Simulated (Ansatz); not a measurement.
# Cs2AgBiF6 (Fm-3m): converging the G0W0 gap, part 2 of 2

How do accuracy and time trade against each other in G0W0 on Cs2AgBiF6 (Fm-3m)?

Ansatz 0.2.0; G0W0 on PBE, plane waves, PAW; PAW set soft_1. Known limits of the many-body steps: not at the basis limit; d shell near the gap, gap tends to lie low; no spin-orbit coupling; coarse k mesh.

So far. Step 4 (1027 empty bands, screening to 170 eV): Against the run with 4×4×4 mesh, 477 empty bands, screening to 102 eV, PAW set soft_1 files, the gap moves by +0.08 eV. Step 5 (Changing the k mesh: 2×2×2 mesh, 477 empty bands …): Against the run with 4×4×4 mesh, 477 empty bands, screening to 102 eV, PAW set soft_1 files, the gap moves by +0.05 eV.

In doubt: one-shot GW on d or f shells is unsure (steps 2, 3, 4, 5, 6, 7), so the values of those runs are not to be relied on.

**6. Changing the frequency model: 4×4×4 mesh, 1027 empty bands, screening to 170 eV, plasmon pole, PAW set soft_1 files**

A plasmon pole stands in for the full frequency dependence of the screening; this run shows what that costs in accuracy. Bands and cutoff differ from the step before, so it is read against an earlier run that matches them.

File input.yaml:

```yaml
crystal:
  lattice:
    - [0.0, 4.6740694725, 4.6740694725]
    - [4.6740694725, 0.0, 4.6740694725]
    - [4.6740694725, 4.6740694725, 0.0]
  atoms:
    - { symbol: Cs, position: [0.75, 0.75, 0.75] }
    - { symbol: Cs, position: [0.25, 0.25, 0.25] }
    - { symbol: Ag, position: [0.5, 0.5, 0.5] }
    - { symbol: Bi, position: [0.0, 0.0, 0.0] }
    - { symbol: F, position: [0.75872864, 0.24127136, 0.24127136] }
    - { symbol: F, position: [0.24127136, 0.24127136, 0.75872864] }
    - { symbol: F, position: [0.24127136, 0.75872864, 0.75872864] }
    - { symbol: F, position: [0.24127136, 0.75872864, 0.24127136] }
    - { symbol: F, position: [0.75872864, 0.24127136, 0.75872864] }
    - { symbol: F, position: [0.75872864, 0.75872864, 0.24127136] }
kpoints:
  mp_grid: { grid: [4, 4, 4] }
hamiltonian:
  xc: pbe
  pseudopotentials: { kind: paw, azcp: { folder: soft_1 } }
scf:
  occupations: { method: fixed }
gw:
  n_empty_bands: 1027
  ecut_chi: 170.0
  qp_bands: [v3, c3]
  qp_kpoints: band_edges
  screening: { model: godby_needs }
```

On the command line:

```
> ansatz run input.yaml --threads 2 --pin off --max-ram 92160MiB --backend cuda --events-out ev --progress --plain --runs-dir out --devices 1 --max-vram 13GiB
```

Numbers of over 12 decimals in the logs are rounded to 6 here.

Log:

```text
GPUs: using 1 of 1 available (devices: 1).
[...]
GPU FFT provider: cuFFT
GPU libraries: cuBLAS 13.8.2, cuFFT 12.4.0, cuSOLVER 12.3.4
Crystal: 10 atoms, lattice volume = 204.228 Å³
Basis set: ecut = 420 eV, 4015 PW (Γ)
Bands: 57, of which v1, the nominal top of the filled ones, is band 47 counted from 1 (46 counted from 0)
Symmetry: 48 space group operations
[...]
k-points: 8 of 64
[...]
1    48      8.9659    -9.6490    -3.3656   -13.9059  0.8474     9.8606     9.8572  root
[...]
7    47      5.9386   -34.2551     4.4756   -28.5233  0.8014     4.6727     4.6824  root
     7    48      9.7010   -10.0802    -3.7240   -14.8124  0.8398    10.7134    10.7092  root
     7    49     10.1401   -11.4103    -3.1330   -15.6569  0.8378    11.2547    11.2537  root
     7    50     10.1401   -11.4103    -3.1330   -15.6569  0.8378    11.2547    11.2537  root
[key lines of the parts left out:]
SCF converged after 10 iterations
Free energy (F): -36188.083563 eV
Fermi energy:    6.038955 eV
```

The job ended after 98 s (1 × NVIDIA H100 80GB HBM3 (shared by 6 runs) with 2 threads of AMD EPYC 7R13 (Zen 3), shared host; peak memory 8.1 GiB).

Numbers from this step:

| Item | Value |
| --- | --- |
| bands summed | 1074 |
| plasmon-pole fit frequency | 25.19 eV |
| RPA ε∞ on this mesh (eigenvalues) | 2.814, 2.814, 2.814 |
| plane waves in the screening matrix | 965 |
| G0W0 gap on the mesh | 4.788 eV |
| k of the valence top | 0, -0.5, -0.5 |
| k of the conduction bottom | 0, 0, -0.5 |
| starting gap on the mesh | 2.698 eV |
| least direct G0W0 gap on the computed points | 5.782 eV |

Against the run with 4×4×4 mesh, 1027 empty bands, screening to 170 eV, PAW set soft_1 files, the gap moves by +0.005 eV.

**7. Changing the files and raising the bands: 4×4×4 mesh, 1523 empty bands, screening to 221 eV, hard PAW files**

Other atomic data (hard PAW) test the pseudisation: the cutoff goes from 420 to 1050 eV and the valence electrons from 94 to 102, which opens shells that were frozen. Bands and screening cutoff change too, so the step is no clean test of the files.

This step: G0W0 on PBE, plane waves, PAW.

Changes to input.yaml since step 6:

```diff
@@ -20,3 +20,3 @@
   xc: pbe
-  pseudopotentials: { kind: paw, azcp: { folder: soft_1 } }
+  pseudopotentials: { kind: paw, source: ansatz }
 scf:
@@ -24,6 +24,6 @@
 gw:
-  n_empty_bands: 1027
-  ecut_chi: 170.0
+  n_empty_bands: 1523
+  ecut_chi: 221.0
   qp_bands: [v3, c3]
   qp_kpoints: band_edges
-  screening: { model: godby_needs }
+  screening: { model: contour_deformation }
```

Log:

```text
GPUs: using 1 of 1 available (devices: 1).
[...]
GPU FFT provider: cuFFT
GPU libraries: cuBLAS 13.8.2, cuFFT 12.4.0, cuSOLVER 12.3.4
Crystal: 10 atoms, lattice volume = 204.228 Å³
Basis set: ecut = 1050 eV, 15665 PW (Γ)
Bands: 62, of which v1, the nominal top of the filled ones, is band 51 counted from 1 (50 counted from 0)
Symmetry: 48 space group operations
[...]
k-points: 8 of 64
[...]
7    49      5.0262   -35.0080     5.1225   -28.1578  0.7388     3.1966     3.2985  root ?
[...]
7    51      6.3077   -34.2185     4.2832   -28.4882  0.7568     4.8142     4.8606  root
     7    52     10.0724   -10.0447    -3.8849   -14.7718  0.8123    10.9256    10.9146  root
     7    53     10.5125   -11.3785    -3.3327   -15.6193  0.8128    11.4334    11.4206  root
     7    54     10.5125   -11.3785    -3.3327   -15.6193  0.8128    11.4334    11.4206  root
[key lines of the parts left out:]
SCF converged after 10 iterations
Free energy (F): -39927.468206 eV
Fermi energy:    6.408338 eV
```

Run time: 3.3 min. Hardware: 1 × NVIDIA H100 80GB HBM3 (shared by 6 runs) with 2 threads; peak memory 8.7 GiB.

This step gave:

```yaml
bands_summed: 1574
rpa_eps_infinity_on_this_mesh_eigenvalues: 2.811, 2.811, 2.811
plane_waves_in_the_screening_matrix: 1471
g0w0_gap_on_the_mesh: 4.878 eV
k_of_the_valence_top: 0, -0.5, -0.5
k_of_the_conduction_bottom: 0, 0, -0.5
starting_gap_on_the_mesh: 2.700 eV
least_direct_g0w0_gap_on_the_computed_points: 5.796 eV
```

Against the run with 4×4×4 mesh, 1027 empty bands, screening to 170 eV, PAW set soft_1 files, the gap moves by +0.10 eV.

**8. The runs together**

Times are wall times on 1 × NVIDIA H100 80GB HBM3 (shared by 6 runs) with 2 threads of AMD EPYC 7R13 (Zen 3), shared host, good to a factor of about two.

| mesh | files | frequency | bands summed | cutoff (eV) | start (eV) | G0W0 (eV) | time | host memory (GiB) |
| --- | --- | --- | --- | --- | --- | --- | --- | --- |
| 4×4×4 | PAW set soft_1 | contour deformation | 215 | 51 | 2.698 | 4.844 | 17 s | 1.3 |
| 4×4×4 | PAW set soft_1 | contour deformation | 524 | 102 | 2.698 | 4.700 | 23 s | 1.9 |
| 4×4×4 | PAW set soft_1 | contour deformation | 1074 | 170 | 2.698 | 4.783 | 77 s | 3.5 |
| 2×2×2 | PAW set soft_1 | contour deformation | 524 | 102 | 2.690 | 4.754 | 11 s | 1.4 |
| 4×4×4 | PAW set soft_1 | plasmon pole | 1074 | 170 | 2.698 | 4.788 | 98 s | 8.1 |
| 4×4×4 | hard PAW | contour deformation | 1574 | 221 | 2.700 | 4.878 | 3.3 min | 8.7 |

How the two edges are built up, in eV (the quasiparticle level is the starting level plus Σx plus Σc less Vxc):

| run | edge | start | Σx | Σc | Vxc | Z | QP |
| --- | --- | --- | --- | --- | --- | --- | --- |
| 215 bands | valence top | 6.04 | -34.11 | 4.64 | -28.49 | 0.77 | 5.07 |
| 215 bands | conduction bottom | 8.74 | -9.12 | -3.26 | -13.55 | 0.83 | 9.91 |
| 524 bands | valence top | 6.04 | -34.11 | 4.53 | -28.49 | 0.76 | 4.95 |
| 524 bands | conduction bottom | 8.74 | -9.12 | -3.52 | -13.55 | 0.83 | 9.65 |
| 1074 bands | valence top | 6.04 | -34.11 | 4.35 | -28.49 | 0.76 | 4.78 |
| 1074 bands | conduction bottom | 8.74 | -9.12 | -3.62 | -13.55 | 0.83 | 9.56 |

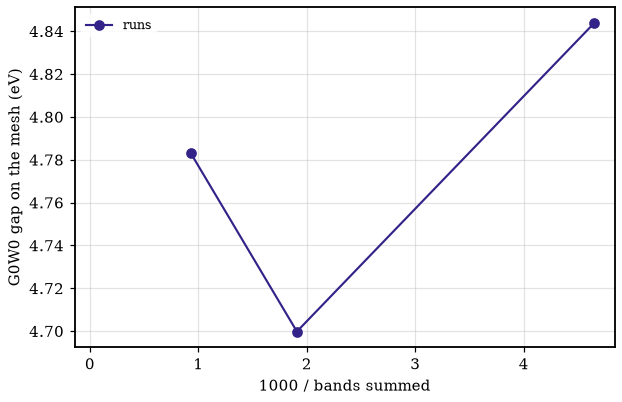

The gap against one over the number of bands.

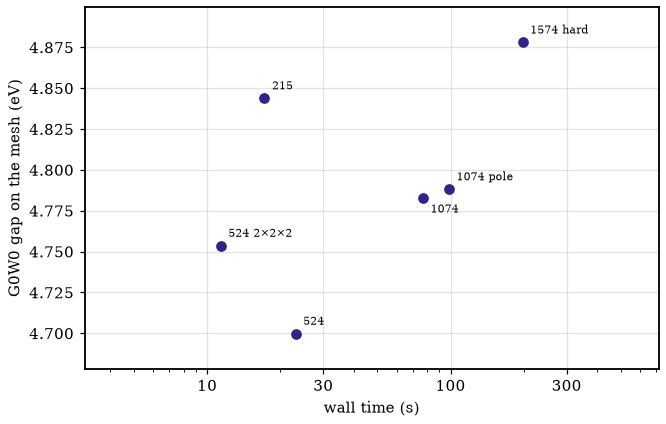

Result against wall time.

**9. What came out**

| Property | Result |
| --- | --- |
| 215 bands, 51 eV | 4.844 eV |
| 524 bands, 102 eV | 4.700 eV |
| 1074 bands, 170 eV | 4.783 eV |
| mesh and start | 4×4×4, PBE |

**Reading.** From 215 to 1074 bands the gap moves by −0.06 eV while the time grows 4.5-fold. Σc changes by −0.29 eV at the valence top and −0.35 eV at the conduction bottom, so the levels themselves move more than the gap between them. The gap turns back along the series, so no limit is drawn from it. On the 2×2×2 mesh in place of 4×4×4 the gap differs by +0.05 eV, of which −0.01 eV is already in the start. The plasmon-pole model gives +0.01 eV against contour deformation, 0 % of the correction (the least direct gap moves by +0.06 eV), and saved no time in this program. With hard PAW files and 1574 bands the gap is 4.88 eV. Where an edge is built on 6p states of lead, bismuth or thallium, scalar-relativistic gaps usually stand too wide, by a few tenths to over one eV. A d shell, filled or nearly so, lies near the gap. One-shot GW converges very slowly in bands there, not always from below, and on a semilocal start the gap tends to come out low; starts rich in exact exchange can overshoot instead. The many-body steps are scalar-relativistic: spin-orbit coupling is not in them.

[Paths, hosts, dates, memory and timing lines, banners, echoed tables and standing remarks are left out of the program output.]

[Logs are printed without paths, hosts, clocks, repeated set-up lines and the standing remarks that a program may print on its own settings, such as how far it seeks lower states.]

[Runs of the session that timed out or met a known fault of the program may be left out.]

[Cells called generated may have been cut or substituted from an entry of the Crystallography Open Database or the Materials Project.]

[Hosts, paths, dates, database ids (printed as entryN), source tags and the programs' standing remarks are cut or masked in the printed files.]
